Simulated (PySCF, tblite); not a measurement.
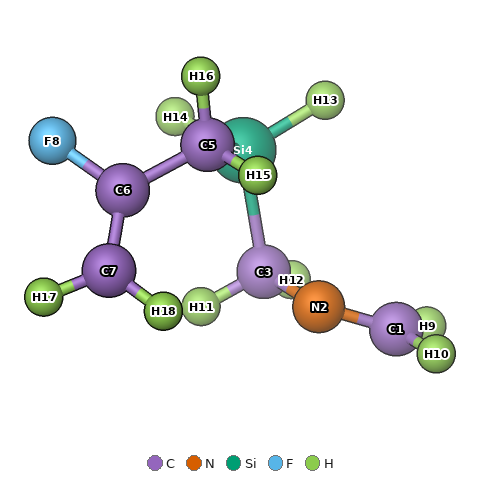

The molecule: C₅H₁₀FNSi, SMILES C=NC[SiH2]CC(=C)F.

Kohn-Sham orbital energies near the frontier, CAM-B3LYP/def2-SVPD with PySCF, at a GFN2-xTB geometry (a minimum by its frequencies), isolated molecule; empty levels in grey, levels within 0.03 eV side by side.

Q: Where do the frontier orbitals lie?

A: HOMO at −8.39 eV, LUMO at 0.57 eV, 8.96 eV apart.

Q: How far below the HOMO does the next level lie?

A: 0.50 eV.

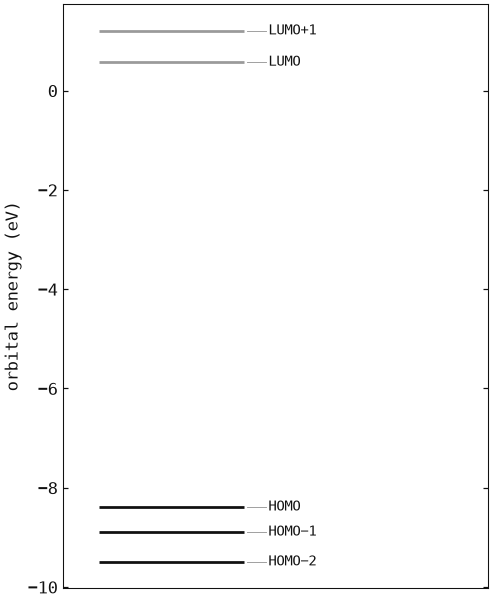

Caveats: the tight-binding geometry is rougher than a DFT one and adds to the error; one conformer of a flexible molecule; empty levels above zero depend strongly on the basis.
